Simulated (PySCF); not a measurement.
SMILES O=C(O)[SiH2][CH2][GeH3] at its GFN2-xTB optimised geometry (Å):

```
14

O      3.0649    -0.3626     0.0000
C      1.8608    -0.3626     0.0000
O      1.1609    -1.5092     0.0336
Si     0.7118     1.1749     0.0000
C     -0.8375     0.6853    -0.9706
Ge    -1.5923    -1.0882    -0.5157
H      1.7458    -2.2860     0.0567
H      0.4019     1.4388     1.4099
H      1.4492     2.2860    -0.6031
H     -1.6096     1.4351    -0.8004
H     -0.6321     0.6961    -2.0414
H     -1.4873    -1.4289     0.9322
H     -3.0649    -1.0492    -0.8388
H     -1.0281    -2.1986    -1.3375
```

Calculation: CAM-B3LYP/def2-TZVP run with PySCF. Cells within 0.4 Å of a nucleus heavier than hydrogen are left out (blank, or x).

Map of the electron localisation function on the plane z = 0.0 Å:

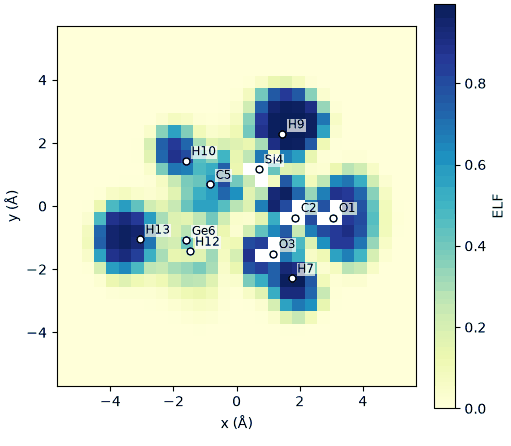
*Electron localisation function on the plane z = 0.0 Å.*
